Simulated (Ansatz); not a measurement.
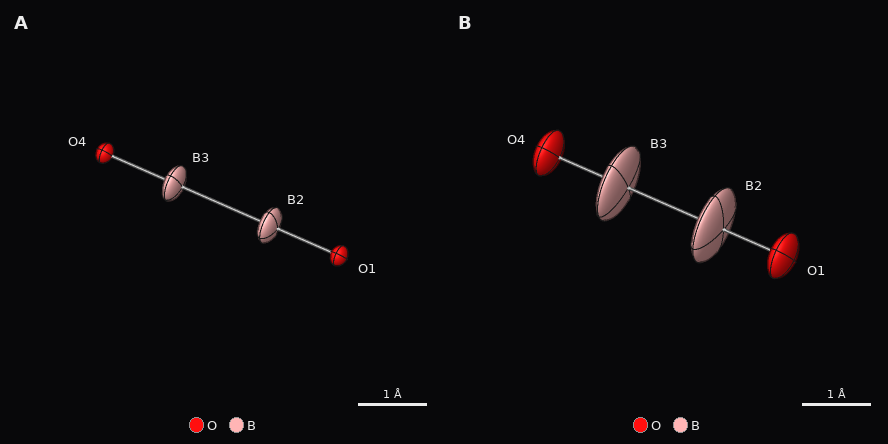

Displacement ellipsoids at the 50 % level, scaled by 3, from the internal vibrations of the free molecule (harmonic, no overall translation or rotation; no half-axis is drawn under 0.075 Å). Vibrations computed with RKS PBE0-D4/def2-TZVP (Ansatz 0.2.0). One panel is for 100 K, the other for 900 K.

Which panel is for 900 K?

B.

How much does the mean-square displacement of O4 grow, and why?

U_eq goes from 0.0011 to 0.0046 Å², a factor of 4.3. Modes below kT (626 cm⁻¹ at 900 K) grow about in proportion to T, and the lowest lies at 214 cm⁻¹; the mean-square amplitude of a mode is its zero-point value times coth(ħω/2kT), which comes close to 1 only above about 3kT.
